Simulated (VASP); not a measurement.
Band structure of Yb (fcc). Level of theory: r2SCAN meta-GGA, VASP's PBE PAW potentials (set 64) (plane waves; VASP).

The 4f electrons are frozen in the core of the lanthanide potential, so 4f levels, which can set the real gap, and their magnetism are missing.

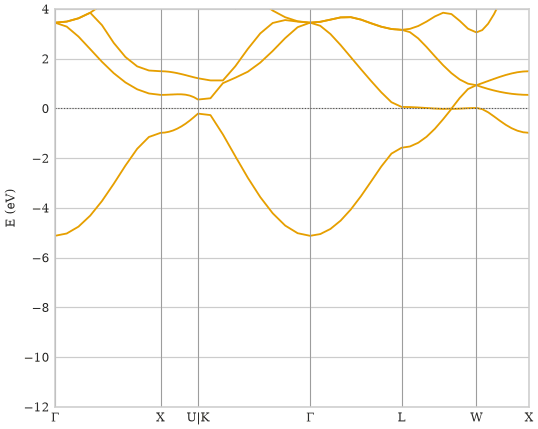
Figure. Bands along high-symmetry lines, zero at the valence-band maximum or, without a gap, the Fermi level

Problem. Read the plot: is there a gap, and where are the band edges?

Solution. It has no gap at this level: it comes out as a metal or semimetal.

The compound is Yb in the fcc structure. It was relaxed first, which changed the volume by -5 %.
